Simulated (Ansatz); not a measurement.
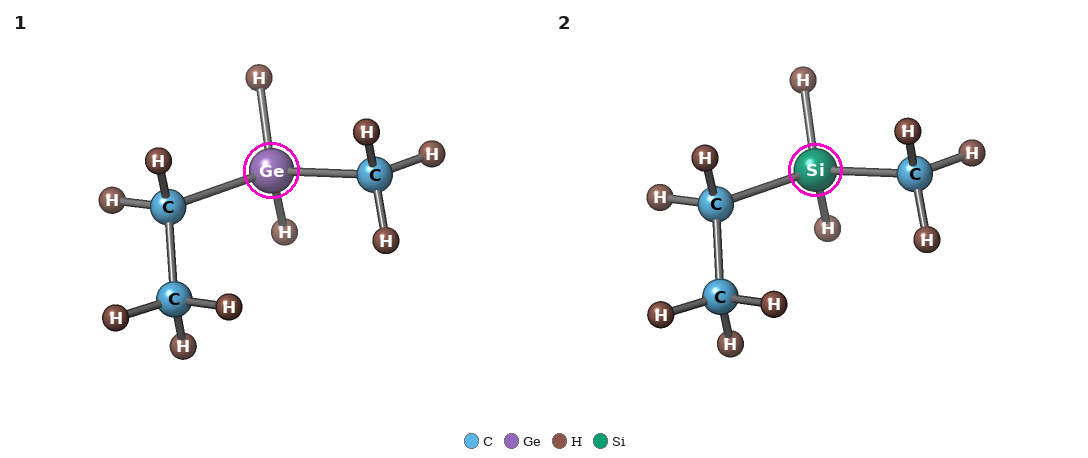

2 molecules with one skeleton, seen from the same side and at one scale; the atom that differs is circled. Each species is neutral and a spin singlet. Computed geometries: PBE0-D4/def2-TZVP optimisations, one conformation each. Properties computed with Ansatz 0.2.0.

One atom differs, called X below: Ge in panel 1, Si in panel 2. Their formulas are C3H10Ge (`C[CH2][GeH2][CH3]`), C3H10Si (`CC[SiH2]C`).

### In which is the mean length of X–H larger (PBE0-D4/def2-TZVP)?

In panel 1 (X = Ge).

### In which is the dipole moment larger (PBE0-D4/def2-TZVP)?

In panel 2 (X = Si).

Give the values. With PBE0-D4/def2-TZVP: mean length of X–C (Å), mean length of X–H (Å), angle C–X–C (°), dipole moment (D), harmonic zero-point energy (kJ/mol). With CAM-B3LYP-D4/def2-TZVPP: HOMO energy (Kohn–Sham orbital) (eV), HOMO–LUMO gap (eV).

| quantity | 1 (Ge) | 2 (Si) | 2 − 1 |
| --- | --- | --- | --- |
| mean length of X–C (Å) | 1.959 | 1.876 | −0.083 |
| mean length of X–H (Å) | 1.545 | 1.492 | −0.053 |
| angle C–X–C (°) | 110.8 | 111.8 | +1.0 |
| HOMO energy (Kohn–Sham orbital) (eV) | −9.35 | −9.62 | −0.27 |
| HOMO–LUMO gap (eV) | 11.12 | 11.38 | +0.26 |
| dipole moment (D) | 0.75 | 0.82 | +0.07 |
| harmonic zero-point energy (kJ/mol) | 308.6 | 312.3 | +3.7 |
